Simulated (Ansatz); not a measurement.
Starting cell, SnO2 (rutile):

```
CELL_PARAMETERS angstrom
      4.76919     0.00000     0.00000
      0.00000     4.76919     0.00000
      0.00000     0.00000     3.21201
ATOMIC_POSITIONS crystal
  Sn 0.00000 0.00000 0.00000
  Sn 0.50000 0.50000 0.50000
  O  0.30628 0.30628 0.00000
  O  0.80628 0.19372 0.50000
  O  0.19372 0.80628 0.50000
  O  0.69372 0.69372 0.00000
```

In this cell atom 5 (O, nearest neighbour Sn at 2.066 Å; its periodic images, 3.2 Å or more away, move with it) is moved by u·(0.707, 0.707, 0.000) + v·(0.000, 0.000, 1.000); the rest is frozen.

Computed with PBEsol (plane waves to 420 eV, PAW, scalar-relativistic; Ansatz, an electronic-structure program). k mesh 6×6×8 (Γ-centred), Fermi-Dirac smearing 0.05 eV. The energy includes the smearing's −TS. SnO2 was relaxed with its symmetry unable to fall. The zero of ΔE is the undisplaced structure. Axes are in Å.

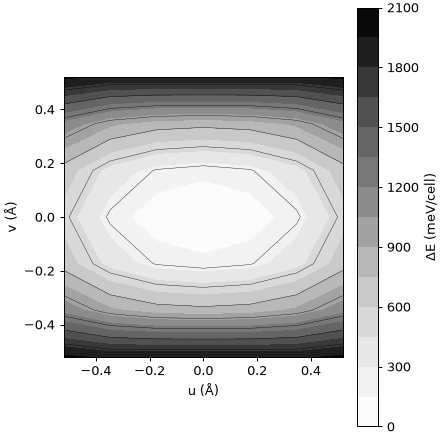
Figure: ΔE (meV/cell) over the 7×7 grid of computed points.

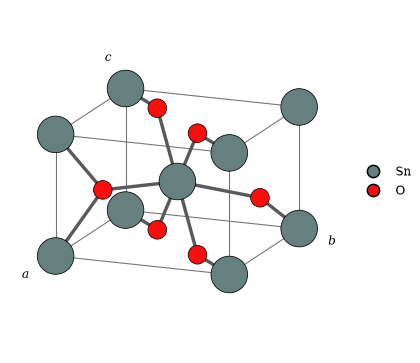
Figure: The cell of the calculation at u = 0.520 Å, v = -0.520 Å.

Principal force constants in the plane (five-point differences of the forces): 3.5 and 12.4 eV/Å². Softest direction at the centre: along u. Centre of the map: a minimum. Lowest place on the grid: u = 0.000 Å, v = 0.000 Å (0 meV/cell). Highest place on the grid, met at several equal points: u = -0.520 Å, v = -0.520 Å; u = 0.520 Å, v = -0.520 Å; u = -0.520 Å, v = 0.520 Å; u = 0.520 Å, v = 0.520 Å (1982 meV/cell).

(A displaced cell: forces are minus the slopes of the energy, force constants its curvatures, and phonons follow from these.)
